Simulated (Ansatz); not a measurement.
# ClF3H4HfSi: what the fields show

Input file:

```
crystal:
  periodic: [false, false, false]
  atoms:
    - { symbol: Hf, position_ang: [0.0, 0.0, 0.0] }
    - { symbol: F, position_ang: [0.0, 0.0, 2.33] }
    - { symbol: F, position_ang: [1.8671, 0.0, -0.6593] }
    - { symbol: Cl, position_ang: [-1.1869, 2.0563, -0.8392] }
    - { symbol: F, position_ang: [-0.9326, -1.6157, -0.6593] }
    - { symbol: Si, position_ang: [1.0909, 2.5369, 0.9176] }
    - { symbol: H, position_ang: [2.2344, 2.2885, 1.7907] }
    - { symbol: H, position_ang: [1.5203, 3.3273, -0.2324] }
    - { symbol: H, position_ang: [0.0662, 3.2697, 1.6555] }
    - { symbol: H, position_ang: [0.513, 1.1929, 2.1702] }
basis:
  gaussian: { orbitals: def2-SVP }
hamiltonian:
  xc: pbe
  dispersion: d4
relax:
  f_tol: 0.15
  max_steps: 25
  restrain:
    - { distance: [0, 5], at: 3.81, k: 30.0 }
    - { distance: [9, 1], at: 2.12, k: 30.0 }
    - { distance: [0, 1], at: 1.98, k: 30.0 }
    - { distance: [9, 5], at: 1.46, k: 30.0 }
output:
  orbitals: {}
```

Launched as:

```sh
ansatz run input.yaml --threads 4 --pin off --max-ram 5120MiB --backend cpu --events-out ev --progress --plain --runs-dir out
```

The fields are those of the run's last geometry, not of the input's.

Core potentials replace the inner electrons of Hf; not at a stationary point (largest force 1.0 eV/Å).

Computed with RKS PBE-D4/def2-SVP in Ansatz 0.2.0.

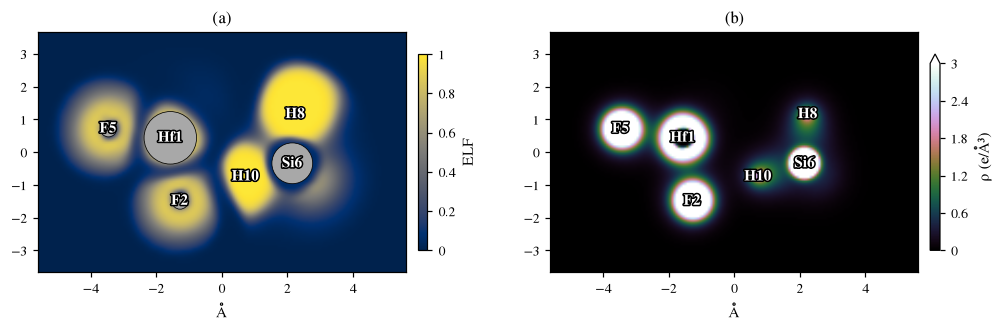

Figure 1. (a) electron localisation function; (b) electron density on the plane of atoms F2, Hf1 and H10. Grey discs cover the atomic cores in the ELF map.

Q: What does the map show?

A: The section cuts through Hf, F, Si and H sites. Hf–F (1.91 Å): ρ at the midpoint is about 0.89 e/Å³; the ELF peaks at about 0.85 in the valence shell of F, 0.5 Å from its nucleus, and drops to about 0.20 between the two atoms. Si–H (1.48 Å): ρ at the midpoint is about 0.75 e/Å³; the ELF climbs to about 1 towards the hydrogen, as it does in any bond to H. Hf–F (1.95 Å): ρ at the midpoint is about 0.82 e/Å³; the ELF peaks at about 0.85 in the valence shell of F, 0.6 Å from its nucleus, and drops to about 0.20 between the two atoms. Hf–H (2.59 Å): the density is about 0.13 e/Å³ at the midpoint; the ELF climbs to about 1 towards the hydrogen.

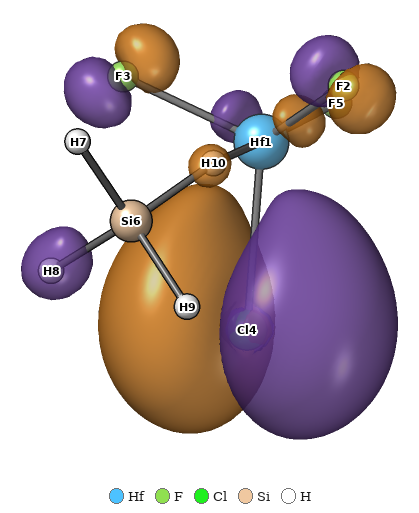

Figure 2. The HOMO−1 at ±0.08 Å⁻³ᐟ² (orange and purple are the two phases), seen at an oblique angle.

Q: What is the character of this orbital?

A: By Hirshfeld shares it lies mainly on Cl4 (about 85 %); largely a lone pair of Cl4. Its energy is −8.40 eV.

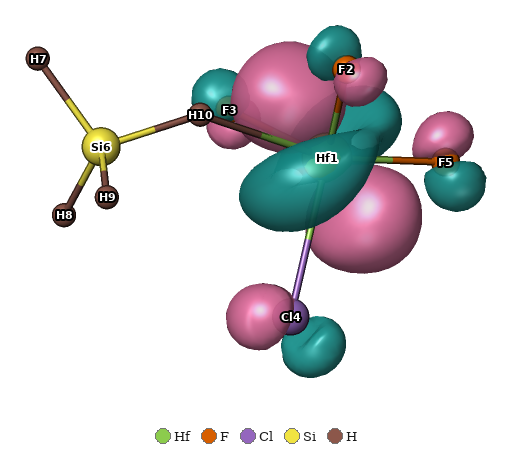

Figure 3. One frontier orbital at ±0.15 Å⁻³ᐟ² (teal and pink are the two phases), seen at an oblique angle.

Q: Which orbital is it: HOMO or LUMO?

A: The LUMO, at −2.14 eV. Its weight (Hirshfeld) is mainly on Hf1 (about 70 %), Cl4 (about 10 %) and F5 (about 5 %).
